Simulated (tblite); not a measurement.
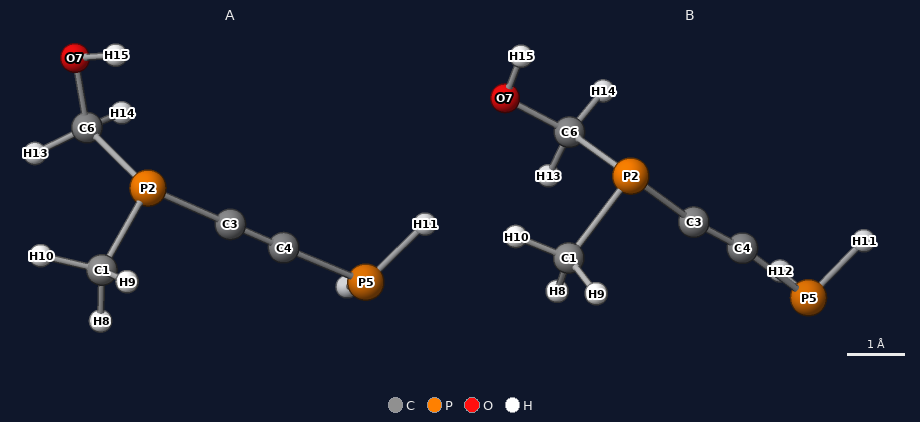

Two geometries of C4H8OP2, drawn at one scale. One is the start of a relaxation, the other its converged end. Style: ball-and-stick. Shown at a tilt.

All numbers below come from GFN2-xTB geometry optimisation, gas phase in tblite. 

**Which one is relaxed?**

Structure B is the relaxed one. The energy falls by 162.0 kJ/mol in 119 geometry steps. The atom that moves furthest after the best rigid fit is H13 (1.07 Å). Largest moves by element: H 1.07 Å, O 0.88 Å, P 0.57 Å, C 0.41 Å. Among the contacts that change: P5–H12 1.477 → 1.401 Å, C4–P5 1.827 → 1.760 Å, P5–H11 1.464 → 1.400 Å, P2–C3 1.824 → 1.764 Å. Bond angles that change, for instance: C1–P2–C6 115.9° → 97.5°, C3–P2–C6 113.4° → 96.2°, C4–P5–H12 109.7° → 95.0°. Groups turn about C6–O7 by about 40°. Cost: 0.84 s on 1 thread of Intel(R) Xeon(R) Platinum 8375C CPU @ 2.90GHz, with other jobs on the host.
